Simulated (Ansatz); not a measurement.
**PN (singlet): B97M-V, PBE0 over a scan of the distance N1–P2, 6-31G**

Aim: run PN (singlet) with these functionals over a scan of the distance N1–P2, and hold them against the top wave-function level at the same points.

Computed with Ansatz 0.2.0, Gaussian basis. Level: 6-31G, all electrons in the functionals.

Plan: B97M-V, PBE0, at 1.199 Å; 1.309 Å; 1.479 Å; 1.596 Å; 1.812 Å; 1.998 Å; 2.337 Å; 2.677 Å; 3.303 Å; 3.925 Å; 5.074 Å.

29 further runs of the same task are left out: 5 for a known fault of the program, 20 that didn't finish, 4 set aside as unsound or not needed.

## (1) What is computed

The geometry derives from a PBE0/def2-TZVP stationary point (not a proven minimum). One bond is set to the value named and the two fragments are kept rigid.

2 atoms, charge 0, spin multiplicity 1.

Atoms are counted from 1 here; the program's logs count them from 0.

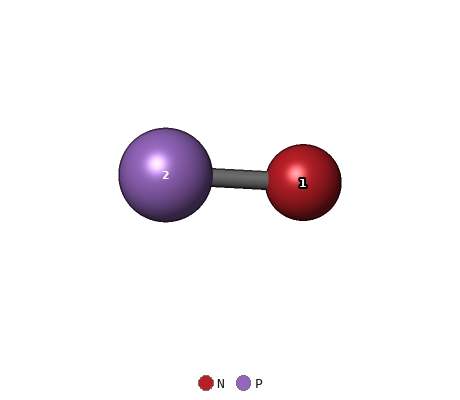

The geometry (nitrogen red, phosphorus purple); atoms are numbered from 1 in the order of the file.

No dispersion term is added; B97M-V holds VV10 nonlocal correlation.

The geometry shown and the zero of energy belong to the point 1.479 Å. The yardstick, FCI, and other wave-function levels (R restricted, U unrestricted, valence and pair active spaces) come from earlier runs.

## (2) B97M-V, 1.199 Å

The input, in.yaml:

```yaml
crystal:
  periodic: [false, false, false]
  atoms:
    - {symbol: N, position_ang: [0.000000, 0.000000, 0.000000]}
    - {symbol: P, position_ang: [0.000000, 0.000000, 1.199000]}
basis:
  gaussian: {orbitals: 6-31G}
hamiltonian: {xc: {name: B97M-V}}
```

Started as:

```bash
ansatz run in.yaml --threads 1 --pin off --events-out ev --progress --plain --max-ram 2393MiB
```

The program printed:

```text
Functional definition: B97M-V
  name "B97M-V"
  cite "Mardirossian & Head-Gordon, J. Chem. Phys. 142, 074111 (2015) doi:10.1063/1.4907719"
  cite "Becke, J. Chem. Phys. 107, 8554 (1997) doi:10.1063/1.475007"
  cite "Vydrov & Van Voorhis, J. Chem. Phys. 133, 244103 (2010) doi:10.1063/1.3521275"
  # Of w^i u^j: cxij and so on, Table III.
  parameter cx00 = 1.000
  parameter cx01 = 1.308
  parameter cx02 = 1.901
  parameter cx10 = 0.416
  parameter cx11 = 3.070
  parameter css00 = 1.000
  parameter css02 = -1.855
  parameter css10 = -5.668
  parameter css32 = -20.497
  parameter css42 = -20.364
  parameter cos00 = 1.000
  parameter cos01 = 1.573
  parameter cos03 = -6.298
  parameter cos10 = 2.535
  parameter cos32 = -6.427
  parameter b = 6.0
  parameter c = 0.01
  gx(w, u) = cx00 + cx01*u + cx02*u^2 + (cx10 + cx11*u)*w
  gss(w, u) = css00 + css02*u^2 + css10*w + (css32*w^3 + css42*w^4)*u^2
  gos(w, u) = cos00 + cos01*u + cos03*u^3 + cos10*w + cos32*w^3*u^2
  exchange = spin_sum(e_x_unif_s*gx(b97_w, b97_u_x))
  correlation = spin_sum(e_c_pw_mod_same_spin*gss(b97_w, b97_u_same))
      + integral(e_c_pw_mod_opposite_spin*gos(b97_w_opposite, b97_u_opposite)) + vv10(b, c)
275 factors; integrals over basis functions are off by at most 7.5e-5 eV
mean field evaluation 1: about -10753.4892 eV, gradient 7.5e1 eV
mean field evaluation 2: about -10704.3772 eV, gradient 1.4e2 eV
mean field evaluation 4: about -10765.8345 eV, gradient 3.4e0 eV
mean field evaluation 8: about -10765.8694 eV, gradient 2.9e-2 eV
mean field -10765.86935637 eV, -395.6384014782 hartree, gradient 4.4e-6 eV, S^2 0.000000; 0 other end points of the search recorded, 0 dependent functions left out
reference -10765.86938641 eV, -395.6384025821 hartree; 11, 11 occupied and 11, 11 virtual orbitals, 275 factors
Total energy: -10765.86938641 eV, -395.6384025821 hartree
```

It took 1.1 s on 1 thread of Arm Neoverse V1, shared host.

## (3) B97M-V, 1.309 Å

The input, in.yaml:

```yaml
crystal:
  periodic: [false, false, false]
  atoms:
    - {symbol: N, position_ang: [0.000000, 0.000000, 0.000000]}
    - {symbol: P, position_ang: [0.000000, 0.000000, 1.309000]}
basis:
  gaussian: {orbitals: 6-31G}
hamiltonian: {xc: {name: B97M-V}}
```

Same command.

The program printed (excerpt; [...] marks lines left out):

```text
Functional definition: B97M-V
  name "B97M-V"
  cite "Mardirossian & Head-Gordon, J. Chem. Phys. 142, 074111 (2015) doi:10.1063/1.4907719"
  cite "Becke, J. Chem. Phys. 107, 8554 (1997) doi:10.1063/1.475007"
  cite "Vydrov & Van Voorhis, J. Chem. Phys. 133, 244103 (2010) doi:10.1063/1.3521275"
  # Of w^i u^j: cxij and so on, Table III.
[...]
  gx(w, u) = cx00 + cx01*u + cx02*u^2 + (cx10 + cx11*u)*w
  gss(w, u) = css00 + css02*u^2 + css10*w + (css32*w^3 + css42*w^4)*u^2
  gos(w, u) = cos00 + cos01*u + cos03*u^3 + cos10*w + cos32*w^3*u^2
[...]
      + integral(e_c_pw_mod_opposite_spin*gos(b97_w_opposite, b97_u_opposite)) + vv10(b, c)
273 factors; integrals over basis functions are off by at most 8.2e-5 eV
[...]
mean field -10770.15726916 eV, -395.7959793668 hartree, gradient 2.9e-6 eV, S^2 0.000000; 0 other end points of the search recorded, 0 dependent functions left out
reference -10770.15729928 eV, -395.7959804735 hartree; 11, 11 occupied and 11, 11 virtual orbitals, 273 factors
Total energy: -10770.15729928 eV, -395.7959804735 hartree
```

Wall time 1.1 s (1 thread of Arm Neoverse V1, shared host).

## (4) B97M-V, 1.479 Å

The input, in.yaml:

```yaml
crystal:
  periodic: [false, false, false]
  atoms:
    - {symbol: N, position_ang: [0.000000, 0.000000, 0.000000]}
    - {symbol: P, position_ang: [0.000000, 0.000000, 1.479400]}
basis:
  gaussian: {orbitals: 6-31G}
magnetization: {spin_polarized: true, initial_magnetization: 0}
hamiltonian: {xc: {name: B97M-V}}
```

Same command.

The program printed (excerpt; [...] marks lines left out):

```text
Functional definition: B97M-V
  name "B97M-V"
  cite "Mardirossian & Head-Gordon, J. Chem. Phys. 142, 074111 (2015) doi:10.1063/1.4907719"
  cite "Becke, J. Chem. Phys. 107, 8554 (1997) doi:10.1063/1.475007"
  cite "Vydrov & Van Voorhis, J. Chem. Phys. 133, 244103 (2010) doi:10.1063/1.3521275"
  # Of w^i u^j: cxij and so on, Table III.
[...]
  gx(w, u) = cx00 + cx01*u + cx02*u^2 + (cx10 + cx11*u)*w
  gss(w, u) = css00 + css02*u^2 + css10*w + (css32*w^3 + css42*w^4)*u^2
  gos(w, u) = cos00 + cos01*u + cos03*u^3 + cos10*w + cos32*w^3*u^2
[...]
      + integral(e_c_pw_mod_opposite_spin*gos(b97_w_opposite, b97_u_opposite)) + vv10(b, c)
272 factors; integrals over basis functions are off by at most 1.1e-4 eV
[...]
mean field -10772.57579047 eV, -395.8848583858 hartree, gradient 1.0e-5 eV, S^2 0.000000; 0 other end points of the search recorded, 0 dependent functions left out
reference -10772.57582047 eV, -395.8848594883 hartree; 11, 11 occupied and 11, 11 virtual orbitals, 272 factors
Total energy: -10772.57582047 eV, -395.8848594883 hartree
```

Wall time 1.6 s (1 thread of Arm Neoverse V1, shared host).

From the report: ⟨S²⟩ of the determinant 0.000 (pure singlet: 0.00).

## (5) B97M-V, 1.596 Å

Edit in.yaml of step 4 so:

```diff
@@ -4,3 +4,3 @@
     - {symbol: N, position_ang: [0.000000, 0.000000, 0.000000]}
-    - {symbol: P, position_ang: [0.000000, 0.000000, 1.479400]}
+    - {symbol: P, position_ang: [0.000000, 0.000000, 1.596000]}
 basis:
```

The command is unchanged.

The program printed (excerpt; [...] marks lines left out):

```text
Functional definition: B97M-V
  name "B97M-V"
  cite "Mardirossian & Head-Gordon, J. Chem. Phys. 142, 074111 (2015) doi:10.1063/1.4907719"
  cite "Becke, J. Chem. Phys. 107, 8554 (1997) doi:10.1063/1.475007"
  cite "Vydrov & Van Voorhis, J. Chem. Phys. 133, 244103 (2010) doi:10.1063/1.3521275"
  # Of w^i u^j: cxij and so on, Table III.
[...]
  gx(w, u) = cx00 + cx01*u + cx02*u^2 + (cx10 + cx11*u)*w
  gss(w, u) = css00 + css02*u^2 + css10*w + (css32*w^3 + css42*w^4)*u^2
  gos(w, u) = cos00 + cos01*u + cos03*u^3 + cos10*w + cos32*w^3*u^2
[...]
      + integral(e_c_pw_mod_opposite_spin*gos(b97_w_opposite, b97_u_opposite)) + vv10(b, c)
272 factors; integrals over basis functions are off by at most 1.3e-4 eV
[...]
mean field -10772.70311804 eV, -395.8895375875 hartree, gradient 6.1e-6 eV, S^2 0.000000; 1 other end points of the search recorded, 0 dependent functions left out
reference -10772.70314784 eV, -395.8895386827 hartree; 11, 11 occupied and 11, 11 virtual orbitals, 272 factors
Total energy: -10772.70314784 eV, -395.8895386827 hartree
```

Run time: 1.8 s. Hardware: 1 thread of Arm Neoverse V1, shared host.

From the report: ⟨S²⟩ of the determinant 0.000 (pure singlet: 0.00).

From 1.479 Å: -0.127 eV.

## (6) B97M-V, 1.812 Å

Edit in.yaml of step 5 so:

```diff
@@ -4,3 +4,3 @@
     - {symbol: N, position_ang: [0.000000, 0.000000, 0.000000]}
-    - {symbol: P, position_ang: [0.000000, 0.000000, 1.596000]}
+    - {symbol: P, position_ang: [0.000000, 0.000000, 1.812000]}
 basis:
```

Same command.

The program printed (excerpt; [...] marks lines left out):

```text
Functional definition: B97M-V
  name "B97M-V"
  cite "Mardirossian & Head-Gordon, J. Chem. Phys. 142, 074111 (2015) doi:10.1063/1.4907719"
  cite "Becke, J. Chem. Phys. 107, 8554 (1997) doi:10.1063/1.475007"
  cite "Vydrov & Van Voorhis, J. Chem. Phys. 133, 244103 (2010) doi:10.1063/1.3521275"
  # Of w^i u^j: cxij and so on, Table III.
[...]
  gx(w, u) = cx00 + cx01*u + cx02*u^2 + (cx10 + cx11*u)*w
  gss(w, u) = css00 + css02*u^2 + css10*w + (css32*w^3 + css42*w^4)*u^2
  gos(w, u) = cos00 + cos01*u + cos03*u^3 + cos10*w + cos32*w^3*u^2
[...]
      + integral(e_c_pw_mod_opposite_spin*gos(b97_w_opposite, b97_u_opposite)) + vv10(b, c)
272 factors; integrals over basis functions are off by at most 1.5e-4 eV
[...]
mean field -10771.60826061 eV, -395.8493023191 hartree, gradient 1.9e-5 eV, S^2 0.387279; 3 other end points of the search recorded, 0 dependent functions left out
reference -10771.60829063 eV, -395.8493034224 hartree; 11, 11 occupied and 11, 11 virtual orbitals, 272 factors
Total energy: -10771.60829063 eV, -395.8493034224 hartree
```

Run time: 3.5 s. Hardware: 1 thread of Arm Neoverse V1, shared host.

From the report: ⟨S²⟩ of the determinant 0.387 (pure singlet: 0.00).

From 1.479 Å: +0.968 eV.

## (7) B97M-V, 1.998 Å

Edit in.yaml of step 6 so:

```diff
@@ -4,3 +4,3 @@
     - {symbol: N, position_ang: [0.000000, 0.000000, 0.000000]}
-    - {symbol: P, position_ang: [0.000000, 0.000000, 1.812000]}
+    - {symbol: P, position_ang: [0.000000, 0.000000, 1.998000]}
 basis:
```

The command is unchanged.

The program printed (excerpt; [...] marks lines left out):

```text
Functional definition: B97M-V
  name "B97M-V"
  cite "Mardirossian & Head-Gordon, J. Chem. Phys. 142, 074111 (2015) doi:10.1063/1.4907719"
  cite "Becke, J. Chem. Phys. 107, 8554 (1997) doi:10.1063/1.475007"
  cite "Vydrov & Van Voorhis, J. Chem. Phys. 133, 244103 (2010) doi:10.1063/1.3521275"
  # Of w^i u^j: cxij and so on, Table III.
[...]
  gx(w, u) = cx00 + cx01*u + cx02*u^2 + (cx10 + cx11*u)*w
  gss(w, u) = css00 + css02*u^2 + css10*w + (css32*w^3 + css42*w^4)*u^2
  gos(w, u) = cos00 + cos01*u + cos03*u^3 + cos10*w + cos32*w^3*u^2
[...]
      + integral(e_c_pw_mod_opposite_spin*gos(b97_w_opposite, b97_u_opposite)) + vv10(b, c)
272 factors; integrals over basis functions are off by at most 1.6e-4 eV
[...]
mean field -10770.58593821 eV, -395.8117326640 hartree, gradient 2.2e-5 eV, S^2 1.175359; 4 other end points of the search recorded, 0 dependent functions left out
reference -10770.58596898 eV, -395.8117337947 hartree; 11, 11 occupied and 11, 11 virtual orbitals, 272 factors
Total energy: -10770.58596898 eV, -395.8117337947 hartree
```

Wall time 5.5 s (1 thread of Arm Neoverse V1, shared host).

From the report: ⟨S²⟩ of the determinant 1.175 (pure singlet: 0.00). The determinant is far from a pure spin state, so its energy mixes those of several spin states (harmless only where they are near-degenerate, as at dissociation).

From 1.479 Å: +1.990 eV.

## (8) B97M-V, 2.337 Å

Edit in.yaml of step 7 so:

```diff
@@ -4,3 +4,3 @@
     - {symbol: N, position_ang: [0.000000, 0.000000, 0.000000]}
-    - {symbol: P, position_ang: [0.000000, 0.000000, 1.998000]}
+    - {symbol: P, position_ang: [0.000000, 0.000000, 2.337000]}
 basis:
```

Launched as before.

The program printed (excerpt; [...] marks lines left out):

```text
Functional definition: B97M-V
  name "B97M-V"
  cite "Mardirossian & Head-Gordon, J. Chem. Phys. 142, 074111 (2015) doi:10.1063/1.4907719"
  cite "Becke, J. Chem. Phys. 107, 8554 (1997) doi:10.1063/1.475007"
  cite "Vydrov & Van Voorhis, J. Chem. Phys. 133, 244103 (2010) doi:10.1063/1.3521275"
  # Of w^i u^j: cxij and so on, Table III.
[...]
  gx(w, u) = cx00 + cx01*u + cx02*u^2 + (cx10 + cx11*u)*w
  gss(w, u) = css00 + css02*u^2 + css10*w + (css32*w^3 + css42*w^4)*u^2
  gos(w, u) = cos00 + cos01*u + cos03*u^3 + cos10*w + cos32*w^3*u^2
[...]
      + integral(e_c_pw_mod_opposite_spin*gos(b97_w_opposite, b97_u_opposite)) + vv10(b, c)
272 factors; integrals over basis functions are off by at most 1.6e-4 eV
[...]
mean field -10769.31482443 eV, -395.7650200941 hartree, gradient 2.4e-5 eV, S^2 1.993682; 5 other end points of the search recorded, 0 dependent functions left out
reference -10769.31485756 eV, -395.7650213117 hartree; 11, 11 occupied and 11, 11 virtual orbitals, 272 factors
Total energy: -10769.31485756 eV, -395.7650213117 hartree
```

It took 6.5 s on 1 thread of Arm Neoverse V1, shared host.

From the report: ⟨S²⟩ of the determinant 1.994 (pure singlet: 0.00). The determinant is far from a pure spin state, so its energy mixes those of several spin states (harmless only where they are near-degenerate, as at dissociation).

From 1.479 Å: +3.261 eV.

## (9) B97M-V, 2.677 Å

Edit in.yaml of step 8 so:

```diff
@@ -4,3 +4,3 @@
     - {symbol: N, position_ang: [0.000000, 0.000000, 0.000000]}
-    - {symbol: P, position_ang: [0.000000, 0.000000, 2.337000]}
+    - {symbol: P, position_ang: [0.000000, 0.000000, 2.677000]}
 basis:
```

The command is unchanged.

The program printed (excerpt; [...] marks lines left out):

```text
Functional definition: B97M-V
  name "B97M-V"
  cite "Mardirossian & Head-Gordon, J. Chem. Phys. 142, 074111 (2015) doi:10.1063/1.4907719"
  cite "Becke, J. Chem. Phys. 107, 8554 (1997) doi:10.1063/1.475007"
  cite "Vydrov & Van Voorhis, J. Chem. Phys. 133, 244103 (2010) doi:10.1063/1.3521275"
  # Of w^i u^j: cxij and so on, Table III.
[...]
  gx(w, u) = cx00 + cx01*u + cx02*u^2 + (cx10 + cx11*u)*w
  gss(w, u) = css00 + css02*u^2 + css10*w + (css32*w^3 + css42*w^4)*u^2
  gos(w, u) = cos00 + cos01*u + cos03*u^3 + cos10*w + cos32*w^3*u^2
[...]
      + integral(e_c_pw_mod_opposite_spin*gos(b97_w_opposite, b97_u_opposite)) + vv10(b, c)
272 factors; integrals over basis functions are off by at most 1.7e-4 eV
[...]
mean field -10768.72093483 eV, -395.7431950538 hartree, gradient 2.2e-5 eV, S^2 2.551810; 5 other end points of the search recorded, 0 dependent functions left out
reference -10768.72097029 eV, -395.7431963569 hartree; 11, 11 occupied and 11, 11 virtual orbitals, 272 factors
Total energy: -10768.72097029 eV, -395.7431963569 hartree
```

It took 7 s on 1 thread of Arm Neoverse V1, shared host.

From the report: ⟨S²⟩ of the determinant 2.552 (pure singlet: 0.00). The determinant is far from a pure spin state, so its energy mixes those of several spin states (harmless only where they are near-degenerate, as at dissociation).

From 1.479 Å: +3.855 eV.

## (10) B97M-V, 3.303 Å

Edit in.yaml of step 9 so:

```diff
@@ -4,3 +4,3 @@
     - {symbol: N, position_ang: [0.000000, 0.000000, 0.000000]}
-    - {symbol: P, position_ang: [0.000000, 0.000000, 2.677000]}
+    - {symbol: P, position_ang: [0.000000, 0.000000, 3.303000]}
 basis:
```

Same command.

The program printed (excerpt; [...] marks lines left out):

```text
Functional definition: B97M-V
  name "B97M-V"
  cite "Mardirossian & Head-Gordon, J. Chem. Phys. 142, 074111 (2015) doi:10.1063/1.4907719"
  cite "Becke, J. Chem. Phys. 107, 8554 (1997) doi:10.1063/1.475007"
  cite "Vydrov & Van Voorhis, J. Chem. Phys. 133, 244103 (2010) doi:10.1063/1.3521275"
  # Of w^i u^j: cxij and so on, Table III.
[...]
  gx(w, u) = cx00 + cx01*u + cx02*u^2 + (cx10 + cx11*u)*w
  gss(w, u) = css00 + css02*u^2 + css10*w + (css32*w^3 + css42*w^4)*u^2
  gos(w, u) = cos00 + cos01*u + cos03*u^3 + cos10*w + cos32*w^3*u^2
[...]
      + integral(e_c_pw_mod_opposite_spin*gos(b97_w_opposite, b97_u_opposite)) + vv10(b, c)
272 factors; integrals over basis functions are off by at most 2.0e-4 eV
[...]
mean field -10768.39966966 eV, -395.7313887765 hartree, gradient 1.0e-5 eV, S^2 2.911695; 2 other end points of the search recorded, 0 dependent functions left out
reference -10768.39970592 eV, -395.7313901092 hartree; 11, 11 occupied and 11, 11 virtual orbitals, 272 factors
Total energy: -10768.39970592 eV, -395.7313901092 hartree
```

Wall time 3.6 s (1 thread of Arm Neoverse V1, shared host).

From the report: ⟨S²⟩ of the determinant 2.912 (pure singlet: 0.00). The determinant is far from a pure spin state, so its energy mixes those of several spin states (harmless only where they are near-degenerate, as at dissociation).

From 1.479 Å: +4.176 eV.

## (11) B97M-V, 3.925 Å

Edit in.yaml of step 10 so:

```diff
@@ -4,3 +4,3 @@
     - {symbol: N, position_ang: [0.000000, 0.000000, 0.000000]}
-    - {symbol: P, position_ang: [0.000000, 0.000000, 3.303000]}
+    - {symbol: P, position_ang: [0.000000, 0.000000, 3.925000]}
 basis:
```

Same command.

The program printed (excerpt; [...] marks lines left out):

```text
Functional definition: B97M-V
  name "B97M-V"
  cite "Mardirossian & Head-Gordon, J. Chem. Phys. 142, 074111 (2015) doi:10.1063/1.4907719"
  cite "Becke, J. Chem. Phys. 107, 8554 (1997) doi:10.1063/1.475007"
  cite "Vydrov & Van Voorhis, J. Chem. Phys. 133, 244103 (2010) doi:10.1063/1.3521275"
  # Of w^i u^j: cxij and so on, Table III.
[...]
  gx(w, u) = cx00 + cx01*u + cx02*u^2 + (cx10 + cx11*u)*w
  gss(w, u) = css00 + css02*u^2 + css10*w + (css32*w^3 + css42*w^4)*u^2
  gos(w, u) = cos00 + cos01*u + cos03*u^3 + cos10*w + cos32*w^3*u^2
[...]
      + integral(e_c_pw_mod_opposite_spin*gos(b97_w_opposite, b97_u_opposite)) + vv10(b, c)
272 factors; integrals over basis functions are off by at most 3.1e-4 eV
[...]
mean field -10768.31158892 eV, -395.7281518689 hartree, gradient 1.9e-5 eV, S^2 2.987460; 1 other end points of the search recorded, 0 dependent functions left out
reference -10768.31162628 eV, -395.7281532422 hartree; 11, 11 occupied and 11, 11 virtual orbitals, 272 factors
Total energy: -10768.31162628 eV, -395.7281532422 hartree
```

Wall time 2.9 s (1 thread of Arm Neoverse V1, shared host).

From the report: ⟨S²⟩ of the determinant 2.987 (pure singlet: 0.00). The determinant is far from a pure spin state, so its energy mixes those of several spin states (harmless only where they are near-degenerate, as at dissociation).

From 1.479 Å: +4.264 eV.

## (12) B97M-V, 5.074 Å

Edit in.yaml of step 11 so:

```diff
@@ -4,3 +4,3 @@
     - {symbol: N, position_ang: [0.000000, 0.000000, 0.000000]}
-    - {symbol: P, position_ang: [0.000000, 0.000000, 3.925000]}
+    - {symbol: P, position_ang: [0.000000, 0.000000, 5.074000]}
 basis:
```

The command is unchanged.

The program printed (excerpt; [...] marks lines left out):

```text
Functional definition: B97M-V
  name "B97M-V"
  cite "Mardirossian & Head-Gordon, J. Chem. Phys. 142, 074111 (2015) doi:10.1063/1.4907719"
  cite "Becke, J. Chem. Phys. 107, 8554 (1997) doi:10.1063/1.475007"
  cite "Vydrov & Van Voorhis, J. Chem. Phys. 133, 244103 (2010) doi:10.1063/1.3521275"
  # Of w^i u^j: cxij and so on, Table III.
[...]
  gx(w, u) = cx00 + cx01*u + cx02*u^2 + (cx10 + cx11*u)*w
  gss(w, u) = css00 + css02*u^2 + css10*w + (css32*w^3 + css42*w^4)*u^2
  gos(w, u) = cos00 + cos01*u + cos03*u^3 + cos10*w + cos32*w^3*u^2
[...]
      + integral(e_c_pw_mod_opposite_spin*gos(b97_w_opposite, b97_u_opposite)) + vv10(b, c)
272 factors; integrals over basis functions are off by at most 1.8e-4 eV
[...]
mean field -10768.27284974 eV, -395.7267282303 hartree, gradient 2.0e-5 eV, S^2 3.006132; 1 other end points of the search recorded, 0 dependent functions left out
reference -10768.27289044 eV, -395.7267297260 hartree; 11, 11 occupied and 11, 11 virtual orbitals, 272 factors
Total energy: -10768.27289044 eV, -395.7267297260 hartree
```

Run time: 3.5 s. Hardware: 1 thread of Arm Neoverse V1, shared host.

From the report: ⟨S²⟩ of the determinant 3.006 (pure singlet: 0.00). The determinant is far from a pure spin state, so its energy mixes those of several spin states (harmless only where they are near-degenerate, as at dissociation).

From 1.479 Å: +4.303 eV.

## (13) PBE0, 1.199 Å

The input, in.yaml:

```yaml
crystal:
  periodic: [false, false, false]
  atoms:
    - {symbol: N, position_ang: [0.000000, 0.000000, 0.000000]}
    - {symbol: P, position_ang: [0.000000, 0.000000, 1.199000]}
basis:
  gaussian: {orbitals: 6-31G}
hamiltonian: {xc: {name: PBE0}}
output: {forces: true, orbitals: {seedname: orbitals}}
```

Same command.

The program printed (excerpt; [...] marks lines left out):

```text
Functional definition: PBE0
  name "PBE0"
  cite "Adamo & Barone, J. Chem. Phys. 110, 6158 (1999) doi:10.1063/1.478522"
  cite "Perdew, Burke & Ernzerhof, Phys. Rev. Lett. 77, 3865 (1996) doi:10.1103/PhysRevLett.77.3865"
  parent pbe
[...]
275 factors; integrals over basis functions are off by at most 7.5e-5 eV
[...]
mean field -10763.17696114 eV, -395.5394577785 hartree, gradient 1.1e-5 eV, S^2 0.000000; 0 other end points of the search recorded, 0 dependent functions left out
[...]
reference -10763.17697786 eV, -395.5394583931 hartree; 11, 11 occupied and 11, 11 virtual orbitals, 275 factors
Total energy: -10763.17697786 eV, -395.5394583931 hartree
Atom 0 at     0.000000     0.000000     0.000000 Å, force     0.000000     0.000000   -53.497708 eV/Å
Atom 1 at     0.000000     0.000000     1.199000 Å, force    -0.000000     0.000000    53.497708 eV/Å
Dipole moment:     0.000000    -0.000000     0.493850 e Å
```

Run time: 0.4 s. Hardware: 1 thread of Arm Neoverse V1, shared host.

[end of part 1 of 2]
